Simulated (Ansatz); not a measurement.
# F2H2HfSe2: ionisation energy by level of theory

How much energy removes an electron from F2H2HfSe2 at fixed geometry? The cation is run at each level and the neutral's energy taken from earlier runs.

Computed with Ansatz 0.2.0, Gaussian basis. Level: unrestricted cation, the program's frozen cores in correlated methods.

Plan: UKS PBE-D4/def2-TZVPP; UKS r2SCAN-D4/def2-TZVPP; UKS PBE0-D4/def2-TZVPP; UKS B3LYP-D4/def2-TZVPP; UKS wB97X-V/def2-TZVPP; UKS wB97M-V/def2-TZVPP; UKS B2PLYP/def2-TZVPP; UHF-CCSD(T)/def2-TZVPP; UHF-MP2/def2-QZVPP; extrapolation to the limit; then −ε(HOMO) from the neutral's earlier runs with LDA (SPW92), PBE-D4, revPBE-D4, BLYP-D4, r2SCAN-D4, B97M-V, PBE0-D4, B3LYP-D4, r2SCANh-D4, r2SCAN0-D4, HSE06-D4, BHLYP-D4, CAM-B3LYP-D4, LC-ωPBE, ωB97X-V, ωB97M-V.

### 1 The geometry

An earlier PBE0-D4 in a triple-zeta def2 set relaxation fixed the geometry. Hf takes the def2 core potential; no spin-orbit term is included.

SMILES `[F][Hf]([F])([SeH])[SeH]`, 7 atoms, charge 0, spin multiplicity 1.

Atoms are counted from 1 here; the program's logs count them from 0.

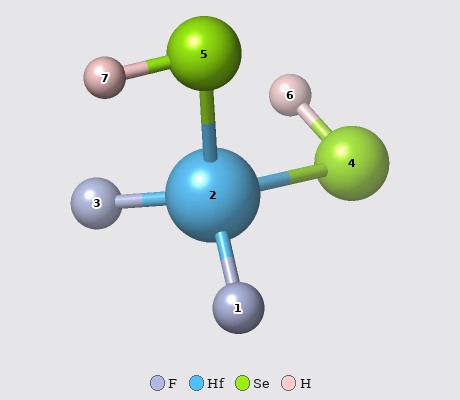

The structure; fluorine light blue, hafnium blue, selenium green, hydrogen pink; atoms are numbered from 1 in the order of the file.

### 2 Cation, UKS PBE-D4/def2-TZVPP

in.yaml reads:

```yaml
crystal:
  periodic: [false, false, false]
  atoms:
    - {symbol: F, position_ang: [0.508313, -2.287449, -0.512175]}
    - {symbol: Hf, position_ang: [0.139181, -0.533564, 0.085392]}
    - {symbol: F, position_ang: [1.183335, -0.103772, 1.601671]}
    - {symbol: Se, position_ang: [-2.374679, -0.385714, 0.563279]}
    - {symbol: Se, position_ang: [0.637017, 1.197405, -1.750573]}
    - {symbol: H, position_ang: [-2.084023, 0.856850, 1.302431]}
    - {symbol: H, position_ang: [2.052055, 1.188345, -1.335626]}
basis:
  gaussian: {orbitals: def2-TZVPP}
total_charge: 1
magnetization: {spin_polarized: true, initial_magnetization: 1}
hamiltonian: {xc: pbe, dispersion: d4}
```

On the command line:

```
$ ansatz run in.yaml --threads 2 --pin off --events-out ev --progress --plain --max-ram 32768MiB --backend cpu
```

Output:

```text
Functional definition: PBE
  name "PBE"
  cite "Perdew, Burke & Ernzerhof, Phys. Rev. Lett. 77, 3865 (1996) doi:10.1103/PhysRevLett.77.3865"
  parent pbe
  parameter kappa = 0.804
  parameter beta = 0.06672455060314922
  exchange = pbe_x(kappa = kappa, mu = beta*pi^2/3)
  correlation = pbe_c(beta = beta)
1562 factors; their error is unknown
mean field evaluation 1: about -137435.3263 eV, gradient 6.9e1 eV
mean field evaluation 2: about -137057.7802 eV, gradient 2.8e2 eV
mean field evaluation 4: about -137443.7273 eV, gradient 2.9e1 eV
mean field evaluation 8: about -137449.2578 eV, gradient 2.9e0 eV
mean field evaluation 16: about -137449.3360 eV, gradient 3.1e-2 eV
mean field evaluation 32: about -137447.5859 eV, gradient 4.9e0 eV
mean field -137449.27419402 eV, -5051.1676601658 hartree, gradient 1.4e-5 eV, S^2 0.754678; 2 other end points of the search recorded, 0 dependent functions left out
reference -137449.27423971 eV, -5051.1676618449 hartree; 50, 49 occupied and 192, 193 virtual orbitals, 1562 factors
Total energy: -137449.44379520 eV, -5051.1738928942 hartree
```

It took 17 s on 2 threads of AMD EPYC 7R13, shared host.

The neutral molecule at this level: -137458.4902 eV. Difference: 9.046 eV. ⟨S²⟩ = 0.755.

### 3 Cation, UKS r2SCAN-D4/def2-TZVPP

Changes to in.yaml since step 2:

```diff
@@ -14,2 +14,2 @@
 magnetization: {spin_polarized: true, initial_magnetization: 1}
-hamiltonian: {xc: pbe, dispersion: d4}
+hamiltonian: {xc: r2scan, dispersion: d4}
```

Launched as before.

Output, shortened:

```text
Functional definition: r2SCAN
  name "r2SCAN"
  cite "Furness, Kaplan, Ning, Perdew & Sun, J. Phys. Chem. Lett. 11, 8208 (2020) doi:10.1021/acs.jpclett.0c02405"
  cite "Furness, Kaplan, Ning, Perdew & Sun, J. Phys. Chem. Lett. 11, 9248 (2020) doi:10.1021/acs.jpclett.0c03077"
  parent r2scan
[...]
1562 factors; their error is unknown
[...]
mean field -137471.20178601 eV, -5051.9734843087 hartree, gradient 4.0e-5 eV, S^2 0.759005; 2 other end points of the search recorded, 0 dependent functions left out
reference -137471.20180227 eV, -5051.9734849061 hartree; 50, 49 occupied and 192, 193 virtual orbitals, 1562 factors
Total energy: -137471.24191647 eV, -5051.9749590756 hartree
```

It took 39 s on 2 threads of AMD EPYC 7R13, shared host; peak memory 0.61 GiB.

Less the neutral's -137480.4889 eV (earlier run), this gives 9.247 eV. ⟨S²⟩ = 0.759.

### 4 Cation, UKS PBE0-D4/def2-TZVPP

Changes to in.yaml since step 3:

```diff
@@ -14,2 +14,2 @@
 magnetization: {spin_polarized: true, initial_magnetization: 1}
-hamiltonian: {xc: r2scan, dispersion: d4}
+hamiltonian: {xc: pbe0, dispersion: d4}
```

Launched as before.

Output, shortened:

```text
Functional definition: PBE0
  name "PBE0"
  cite "Adamo & Barone, J. Chem. Phys. 110, 6158 (1999) doi:10.1063/1.478522"
  cite "Perdew, Burke & Ernzerhof, Phys. Rev. Lett. 77, 3865 (1996) doi:10.1103/PhysRevLett.77.3865"
  parent pbe
[...]
1658 factors; their error is unknown
[...]
mean field -137452.07686983 eV, -5051.2706566021 hartree, gradient 2.5e-5 eV, S^2 0.766252; 4 other end points of the search recorded, 0 dependent functions left out
reference -137452.07690402 eV, -5051.2706578586 hartree; 50, 49 occupied and 192, 193 virtual orbitals, 1658 factors
Total energy: -137452.22638698 eV, -5051.2761512560 hartree
```

Wall time 25 s (2 threads of AMD EPYC 7R13, shared host); peak memory 1.2 GiB.

The neutral molecule at this level: -137461.6063 eV. Difference: 9.380 eV. ⟨S²⟩ = 0.766.

### 5 Cation, UKS B3LYP-D4/def2-TZVPP

Changes to in.yaml since step 4:

```diff
@@ -14,2 +14,2 @@
 magnetization: {spin_polarized: true, initial_magnetization: 1}
-hamiltonian: {xc: pbe0, dispersion: d4}
+hamiltonian: {xc: {name: B3LYP}, dispersion: d4}
```

Same command.

Output, shortened:

```text
Functional definition: B3LYP
  name "B3LYP"
  cite "Stephens, Devlin, Chabalowski & Frisch, J. Phys. Chem. 98, 11623 (1994) doi:10.1021/j100096a001"
  cite "Becke, Phys. Rev. A 38, 3098 (1988) doi:10.1103/PhysRevA.38.3098"
  cite "Lee, Yang & Parr, Phys. Rev. B 37, 785 (1988) doi:10.1103/PhysRevB.37.785"
  cite "Vosko, Wilk & Nusair, Can. J. Phys. 58, 1200 (1980) doi:10.1139/p80-159"
[...]
1621 factors; their error is unknown
[...]
mean field -137475.57088710 eV, -5052.1340458123 hartree, gradient 2.7e-5 eV, S^2 0.761147; 3 other end points of the search recorded, 0 dependent functions left out
reference -137475.57116751 eV, -5052.1340561171 hartree; 50, 49 occupied and 192, 193 virtual orbitals, 1621 factors
Total energy: -137475.84744983 eV, -5052.1442093049 hartree
```

Run time: 35 s. Hardware: 2 threads of AMD EPYC 7R13, shared host; peak memory 1.2 GiB.

Less the neutral's -137485.1905 eV (earlier run), this gives 9.343 eV. ⟨S²⟩ = 0.761.

### 6 Cation, UKS wB97X-V/def2-TZVPP

Changes to in.yaml since step 5:

```diff
@@ -14,2 +14,2 @@
 magnetization: {spin_polarized: true, initial_magnetization: 1}
-hamiltonian: {xc: {name: B3LYP}, dispersion: d4}
+hamiltonian: {xc: {name: wB97X-V}}
```

Same command.

Output, shortened:

```text
Functional definition: wB97X-V
  name "wB97X-V"
  cite "Mardirossian & Head-Gordon, Phys. Chem. Chem. Phys. 16, 9904 (2014) doi:10.1039/C3CP54374A"
  cite "Becke, J. Chem. Phys. 107, 8554 (1997) doi:10.1063/1.475007"
  cite "Vydrov & Van Voorhis, J. Chem. Phys. 133, 244103 (2010) doi:10.1063/1.3521275"
[...]
      + integral(e_c_pw_opposite_spin*poly(b97_u_opposite, cos0, cos1)) + vv10(b, c)
1606 factors; their error is unknown
308 factors; integrals over basis functions are off by at most 7.4e-6 eV
[...]
mean field -137458.19716439 eV, -5051.4955732788 hartree, gradient 2.1e-5 eV, S^2 0.758895; 4 other end points of the search recorded, 0 dependent functions left out
reference -137458.19716229 eV, -5051.4955732019 hartree; 50, 49 occupied and 192, 193 virtual orbitals, 1606 factors
Total energy: -137458.19716229 eV, -5051.4955732019 hartree
```

Run time: 1.9 min. Hardware: 2 threads of AMD EPYC 7R13, shared host; peak memory 2.3 GiB.

Less the neutral's -137467.8814 eV (earlier run), this gives 9.684 eV. ⟨S²⟩ = 0.759.

### 7 Cation, UKS wB97M-V/def2-TZVPP

Changes to in.yaml since step 6:

```diff
@@ -14,2 +14,2 @@
 magnetization: {spin_polarized: true, initial_magnetization: 1}
-hamiltonian: {xc: {name: wB97X-V}}
+hamiltonian: {xc: {name: wB97M-V}}
```

Same command.

Output, shortened:

```text
Functional definition: wB97M-V
  name "wB97M-V"
  cite "Mardirossian & Head-Gordon, J. Chem. Phys. 144, 214110 (2016) doi:10.1063/1.4952647"
  cite "Becke, J. Chem. Phys. 107, 8554 (1997) doi:10.1063/1.475007"
  cite "Vydrov & Van Voorhis, J. Chem. Phys. 133, 244103 (2010) doi:10.1063/1.3521275"
  # Of w^i u^j: cxij and so on, Table III.
[...]
  gx(w, u) = 1 - cx + cx01*u + cx10*w
  gss(w, u) = css00 + css04*u^4 + css10*w + css20*w^2 + css43*w^4*u^3
  gos(w, u) = cos00 + cos10*w + (cos20 + cos21*u)*w^2 + (cos60 + cos61*u)*w^6
[...]
      + integral(e_c_pw_mod_opposite_spin*gos(b97_w_opposite, b97_u_opposite)) + vv10(b, c)
1578 factors; their error is unknown
308 factors; integrals over basis functions are off by at most 7.4e-6 eV
[...]
mean field -137461.98859496 eV, -5051.6349057823 hartree, gradient 2.1e-5 eV, S^2 0.759709; 4 other end points of the search recorded, 0 dependent functions left out
reference -137461.98864903 eV, -5051.6349077695 hartree; 50, 49 occupied and 192, 193 virtual orbitals, 1578 factors
Total energy: -137461.98864903 eV, -5051.6349077695 hartree
```

Wall time 2.4 min (2 threads of AMD EPYC 7R13, shared host); peak memory 2.4 GiB.

The neutral molecule at this level: -137471.6116 eV. Difference: 9.623 eV. ⟨S²⟩ = 0.760.

### 8 Cation, UKS B2PLYP (frozen core)/def2-TZVPP

Changes to in.yaml since step 7:

```diff
@@ -14,2 +14,2 @@
 magnetization: {spin_polarized: true, initial_magnetization: 1}
-hamiltonian: {xc: {name: wB97M-V}}
+hamiltonian: {xc: {name: B2PLYP}}
```

The command is unchanged.

Output, shortened:

```text
Functional definition: B2PLYP
  name "B2PLYP"
  cite "Grimme, J. Chem. Phys. 124, 034108 (2006) doi:10.1063/1.2148954"
  cite "Becke, Phys. Rev. A 38, 3098 (1988) doi:10.1103/PhysRevA.38.3098"
  cite "Lee, Yang & Parr, Phys. Rev. B 37, 785 (1988) doi:10.1103/PhysRevB.37.785"
[...]
1581 factors; integrals over basis functions are off by at most 8.5e-4 eV
[...]
mean field -137434.88310639 eV, -5050.6387974502 hartree, gradient 5.8e-6 eV, S^2 0.773829; 5 other end points of the search recorded, 0 dependent functions left out
20 core orbitals not correlated: weight in the atoms' cores, before any rotation towards them, 1.000 or more for the frozen orbitals, at most 0.000 for the correlated occupied ones
reference -137434.88328274 eV, -5050.6388039308 hartree; 30, 29 occupied and 192, 193 virtual orbitals, 1581 factors
second order -44.22941918 eV of doubles, -0.00000000 eV of singles
Total energy: -137446.82522591 eV, -5051.0776622481 hartree
```

Wall time 56 s (2 threads of AMD EPYC 7R13, shared host); peak memory 1.1 GiB.

The neutral molecule at this level: -137456.2926 eV. Difference: 9.467 eV. ⟨S²⟩ = 0.774.

### 9 Cation, UHF-CCSD(T)/def2-TZVPP

Changes to in.yaml since step 8:

```diff
@@ -14,2 +14,3 @@
 magnetization: {spin_polarized: true, initial_magnetization: 1}
-hamiltonian: {xc: {name: B2PLYP}}
+correlation: {method: ccsd_t}
+scf: {omitted_lower_state_checks: [cluster_reference]}
```

On the command line:

```
$ ansatz run in.yaml --threads 2 --pin off --events-out ev --progress --plain --max-ram 32768MiB --backend cuda --devices 0, --max-vram 18GiB
```

Output, shortened:

```text
Functional definition: HF
  name "HF"
  cite "Fock, Z. Phys. 61, 126 (1930) doi:10.1007/BF01340294"
  parent pbe
[...]
1581 factors; integrals over basis functions are off by at most 1.2e-3 eV
[...]
mean field -137343.02030451 eV, -5047.2629017480 hartree, gradient 2.9e-6 eV, S^2 0.761757; 6 other end points of the search recorded, 0 dependent functions left out
20 core orbitals not correlated: weight in the atoms' cores, before any rotation towards them, 1.000 or more for the frozen orbitals, at most 0.000 for the correlated occupied ones
reference -137343.02030451 eV, -5047.2629017480 hartree; 30, 29 occupied and 192, 193 virtual orbitals, 1581 factors
second order -36.32204555 eV of doubles, -0.00000000 eV of singles
cycle   1  -35.35572504 eV  change    9.7e-1 eV  update   1.8e-1
[...]
cycle  18  -36.52498899 eV  change    4.4e-6 eV  update   4.9e-5
perturbative correction -1.40466671 eV, -0.0516205495 hartree
Total energy: -137380.94996022 eV, -5048.6567908856 hartree
Checks for a lower state left out: cluster_reference
```

Run time: 43 s. Hardware: 1 × H100 (card shared with other runs) with 2 threads of AMD EPYC 7R13, shared host; peak host memory 1.3 GiB.

Less the neutral's -137390.5598 eV (earlier run), this gives 9.610 eV. ⟨S²⟩ = 0.762. T1 = 0.022 (report).

### 10 Cation, UHF-MP2/def2-QZVPP

Changes to in.yaml since step 9:

```diff
@@ -11,6 +11,6 @@
 basis:
-  gaussian: {orbitals: def2-TZVPP}
+  gaussian: {orbitals: "def2-QZVPP.json"}
 total_charge: 1
 magnetization: {spin_polarized: true, initial_magnetization: 1}
-correlation: {method: ccsd_t}
+correlation: {method: mp2}
 scf: {omitted_lower_state_checks: [cluster_reference]}
```

The command is unchanged.

Output, shortened:

```text
Functional definition: HF
  name "HF"
  cite "Fock, Z. Phys. 61, 126 (1930) doi:10.1007/BF01340294"
  parent pbe
[...]
2762 factors; integrals over basis functions are off by at most 1.2e-3 eV
[...]
mean field -137345.88437233 eV, -5047.3681542992 hartree, gradient 2.4e-6 eV, S^2 0.762079; 6 other end points of the search recorded, 0 dependent functions left out
20 core orbitals not correlated: weight in the atoms' cores, before any rotation towards them, 1.000 or more for the frozen orbitals, at most 0.000 for the correlated occupied ones
reference -137345.88437233 eV, -5047.3681542992 hartree; 30, 29 occupied and 383, 384 virtual orbitals, 2762 factors
second order -55.34612323 eV of doubles, -0.00000000 eV of singles
Total energy: -137401.23049556 eV, -5049.4020868129 hartree
Checks for a lower state left out: cluster_reference
```

It took 12 s on 1 × H100 (card shared with other runs) with 2 threads of AMD EPYC 7R13, shared host; peak host memory 0.95 GiB.

The neutral molecule at this level: -137411.0579 eV. Difference: 9.827 eV. ⟨S²⟩ = 0.762.

### 11 From triple and quadruple zeta to the limit

No new run: Hartree-Fock is extrapolated as exp(−7.88√X) and correlation as X^−2.97, with X = 3 and 4; only MP2 was run in the larger set, so CCSD(T) minus MP2 is added from the smaller one.

```csv
level,energy at the limit (eV)
HF,-137346.2789
MP2,-137415.7169
CCSD,-137415.9198
CCSD(T),-137417.3245
```

This is no true limit for total energies: MP2 correlation changes by a factor of 1.52 from triple to quadruple zeta (about 1.07 in light molecules), because outer-core shells are correlated in sets not made for them. Much of that cancels between molecule and atoms or ions.

The neutral's limit, from its own earlier runs, is -137427.1482 eV in the additive form (MP2 limit plus CCSD(T) minus MP2 in triple zeta), in which the cation has -137417.3245 eV.

### 12 Ionisation energies side by side

Differences are taken before rounding.

```csv
method,ionisation energy (eV),from CCSD(T)/CBS (eV),time
PBE-D4,9.05,-0.78,21 s
r2SCAN-D4,9.25,-0.58,49 s
PBE0-D4,9.38,-0.44,31 s
B3LYP-D4,9.34,-0.48,46 s
ωB97X-V,9.68,-0.14,2.2 min
ωB97M-V,9.62,-0.20,2.8 min
B2PLYP,9.47,-0.36,68 s
HF/def2-TZVPP,8.78,-1.04,
MP2/def2-TZVPP,9.71,-0.11,
CCSD/def2-TZVPP,9.60,-0.22,
CCSD(T)/def2-TZVPP,9.61,-0.21,56 s (GPU)
CCSD(T)/CBS,9.82,0,83 s (GPU)
```

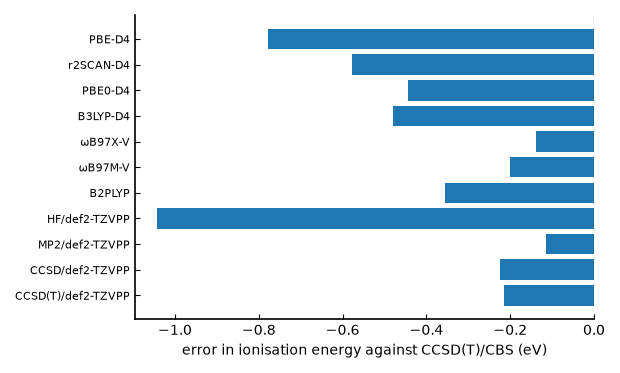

How far each level lands from CCSD(T)/CBS.

Some runs used a GPU and others CPU threads alone; cost is compared among the CPU runs only.

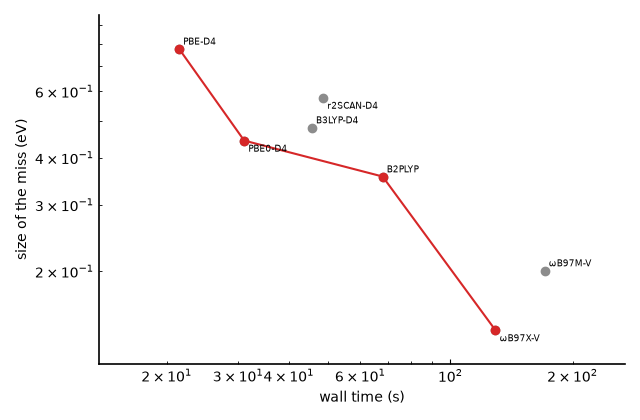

Accuracy for the time spent; red marks the levels that beat every quicker one drawn. Times are from a shared host.

Times add the cation's run and the neutral's; HF, MP2 and CCSD come out of the CCSD(T) runs.

For comparison, −ε(HOMO) of the neutral from earlier runs:

```csv
functional,−ε(HOMO) (eV),by energy difference (eV)
LDA (SPW92),6.56,
PBE-D4,6.38,9.05
revPBE-D4,6.31,
BLYP-D4,6.20,
r2SCAN-D4,6.68,9.25
B97M-V,6.69,
PBE0-D4,7.52,9.38
B3LYP-D4,7.28,9.34
r2SCANh-D4,7.10,
r2SCAN0-D4,7.73,
HSE06-D4,7.13,
BHLYP-D4,8.50,
CAM-B3LYP-D4,8.77,
LC-ωPBE,10.11,
ωB97X-V,9.77,9.68
ωB97M-V,9.63,9.62
```

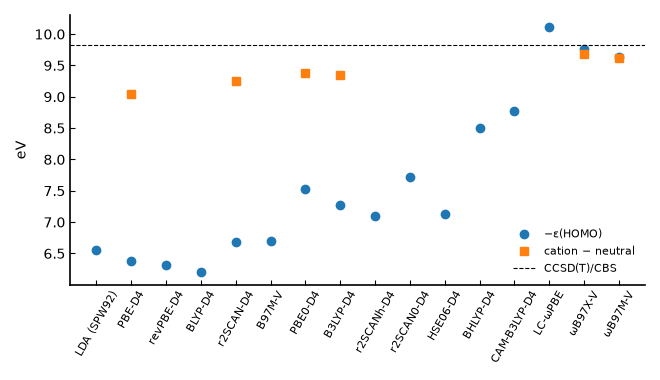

Orbital estimates and energy differences by functional.

### 13 Results

| quantity | value |
| --- | --- |
| ionisation energy, CCSD(T)/CBS | 9.82 eV |
| nearest functional by difference | ωB97X-V (-0.14 eV) |
| nearest −ε(HOMO) | ωB97X-V (-0.06 eV) |
| −ε(HOMO) of PBE | 6.38 eV |
| T1 of the cation | 0.022 |

In words: Energy differences with functionals land within 0.78 eV of the reference. −ε(HOMO) of PBE misses by 3.4 eV, since self-interaction lifts the level. Among orbital estimates ωB97X-V comes nearest. Hartree-Fock falls 1.04 eV short, as the neutral has more correlation energy than the cation. Correlated methods include outer-core shells of Hf, Se, which these sets cover unevenly. With outer-core shells in play the reference is unsure by up to some tenths of an eV, so close misses can't be ranked.

ωB97X-V reaches 0.14 eV from the reference in 2.2 min; the quickest level in the cost chart, PBE-D4, takes 21 s and misses by 0.78 eV.
